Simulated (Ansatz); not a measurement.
# AlClF₂···H₂: what the fields show

```yaml
atoms:
  - { symbol: Al, position_ang: [0.0231, -0.5909, -0.3754] }
  - { symbol: H, position_ang: [0.0129, 0.0965, 2.2906] }
  - { symbol: F, position_ang: [1.4302, 0.1860, -0.7410] }
  - { symbol: F, position_ang: [-1.4204, 0.1207, -0.7330] }
  - { symbol: Cl, position_ang: [0.0754, -2.6046, 0.4597] }
  - { symbol: H, position_ang: [0.0280, -0.5885, 2.0671] }
```

Not at a stationary point (largest force 1.8 eV/Å).

Level of theory: RKS B3LYP/def2-SVP in Ansatz 0.2.0.

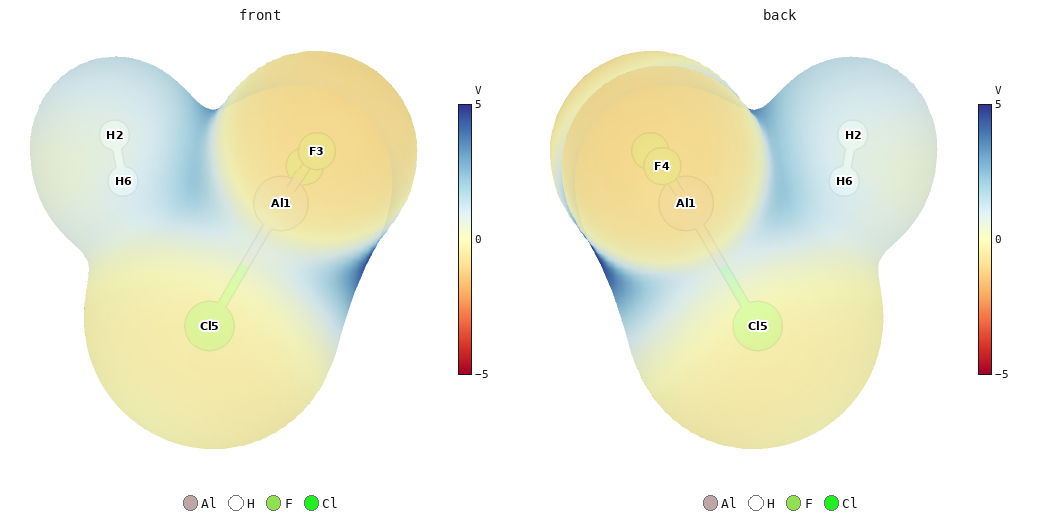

Figure 1. The molecular electrostatic potential painted on the density surface at 0.002 e/bohr³, seen from the front and from behind; red is negative and blue positive.

### Which sites attract a positive test charge, and which a negative one?

A positive charge is drawn to the negative regions and a negative charge to the positive ones. The most negative region (about −1.0 V, or −23 kcal/mol for a unit charge) lies over F3 and F4, the most positive (about +4.7 V, or +108 kcal/mol for a unit charge) over Al1.

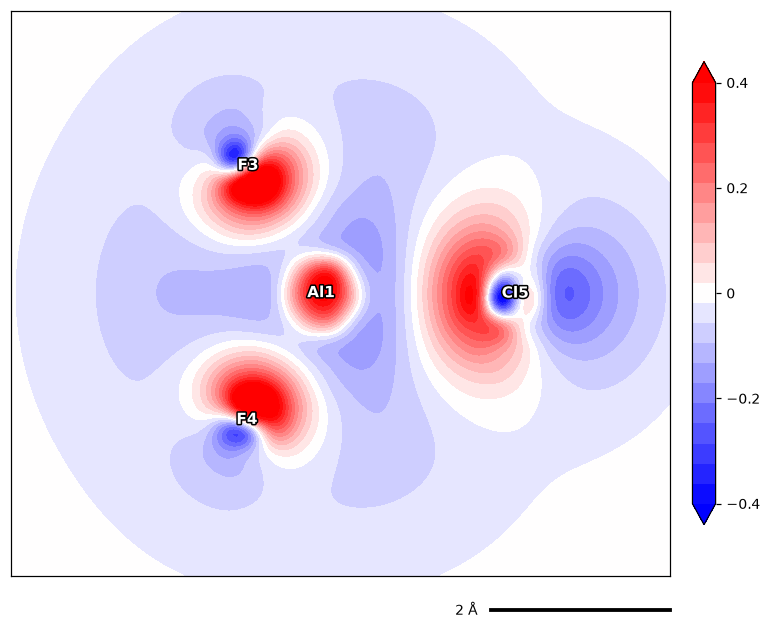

Figure 2. One frontier orbital on the plane of atoms F3, Al1 and F4 (values in Å⁻³ᐟ²; the overall sign is arbitrary).

### Which orbital is it: HOMO or LUMO?

The LUMO, at −1.55 eV. It lies mainly on Al1 (about 60 %), Cl5 (about 15 %), F3 (about 10 %) and F4 (about 10 %).

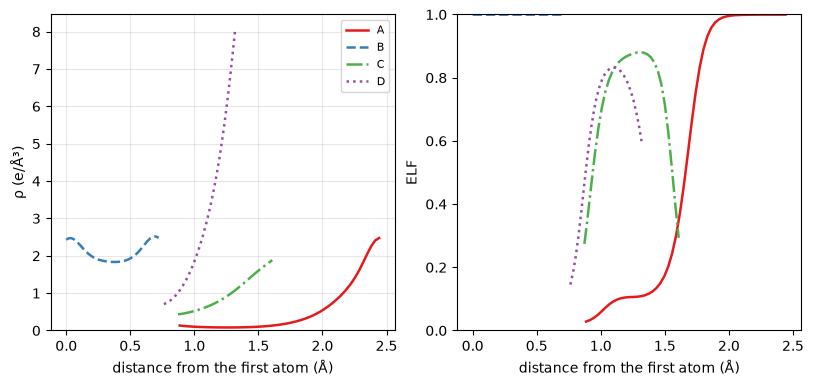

Figure 3. Electron density and electron localisation function along straight lines between neighbouring atoms. The curves leave out the atomic cores.

### Which curve belongs to which contact (Al–Cl, Al–F, Al–H and H–H)? The first atom named is at distance zero.

Curve A: Al1···H6 (2.44 Å): the density falls to about 0.08 e/Å³ on the way; the ELF climbs to about 1 towards the hydrogen. Curve B: H–H (0.72 Å): ρ is about 1.8 e/Å³ halfway; the ELF is about 1 at the midpoint: a covalent bond by its length. Curve C: Al–Cl (2.18 Å): the density is about 0.62 e/Å³ at the midpoint; the ELF peaks at about 0.90 in the valence shell of Cl, 0.9 Å from its nucleus, and is about 0.80 at the midpoint. Curve D: Al–F (1.65 Å): ρ at the midpoint is about 0.84 e/Å³; the ELF peaks at about 0.85 in the valence shell of F, 0.6 Å from its nucleus, and is about 0.30 at the midpoint.
